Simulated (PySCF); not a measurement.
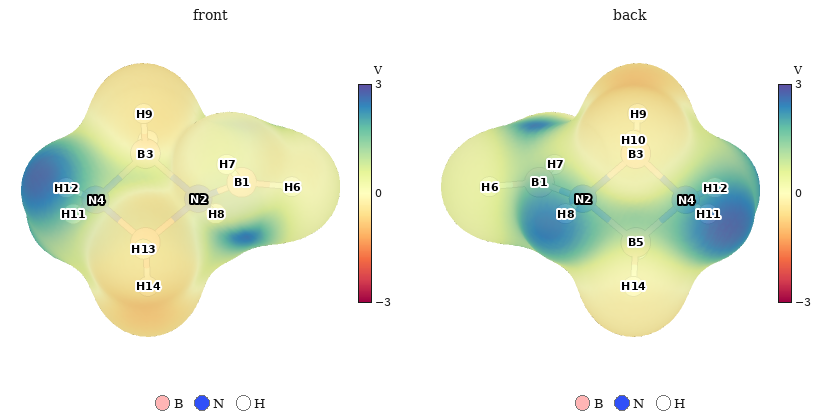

B3H9N2 (SMILES B[NH+]1[BH2-][NH2+][BH2-]1). The electrostatic potential painted on the density surface at 0.004 e/bohr³, seen from the front and from behind; red is negative and blue positive.

Geometry: GFN2-xTB.

The calculation used CAM-B3LYP/def2-SVPD, SCF density, gas phase (PySCF 2.14.0).

```xyz
14

B     1.7352   -0.9277   -0.0390
N     0.5467   -0.3202   -0.5420
B     0.1245    1.1670   -0.0385
N    -1.3296    0.7300    0.3920
B    -0.8995   -0.7517    0.0607
H     2.5263   -1.3857   -0.7757
H     1.9043   -0.9597    1.1163
H     0.4921   -0.3433   -1.5513
H     0.7711    1.5190    0.8877
H     0.1215    1.9181   -0.9589
H    -2.0796    1.0981   -0.1785
H    -1.5565    0.9005    1.3622
H    -0.7935   -1.4078    1.0396
H    -1.5635   -1.2371   -0.7966
```

Q: Where is the surface potential most negative and most positive?

A: The most negative region (about −0.8 V) lies over H9, the most positive (about +2.7 V) over H11 and H12.
